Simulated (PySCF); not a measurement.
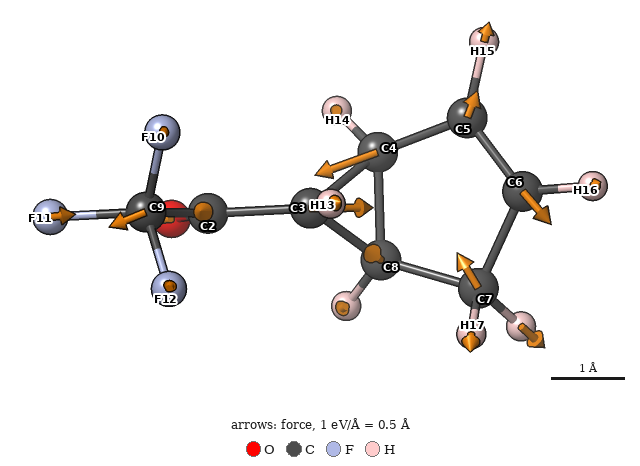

Starting geometry of C$_{8}$H$_{7}$F$_{3}$O with the computed forces as orange arrows. The picture is a ball-and-stick view, seen at a tilt.

The start comes from GFN2-xTB. Its atoms were then displaced at random by about 0.01 Å.

Theory: PBE0-D3(BJ)/def2-SVP geometry optimisation, gas phase in PySCF 2.14.0, density-fitted response routines. 

**Is this structure relaxed? If not, where do the atoms go?**

It isn't relaxed: the largest force vector, on a C atom, is 2.04 eV/Å. The final displacements have little in common with the starting forces (cosine between the two patterns 0.26). An F atom moves most after the best rigid fit: 0.13 Å. Largest moves by element: F 0.13 Å, H 0.11 Å, C 0.08 Å, O 0.06 Å. Some distances before and after: C–C 1.581 → 1.532 Å, C–C 1.446 → 1.486 Å, C–C 1.551 → 1.515 Å, C–C 1.436 → 1.472 Å. Bond angles that change, for instance: C–C–C 111.7° → 115.1°, C–C–H 123.4° → 120.1°, C–C–H 113.0° → 116.2°. Over 11 geometry steps the energy falls by 20.1 kJ/mol. The run took 9.1 min on 1 thread of AMD EPYC (shared host).
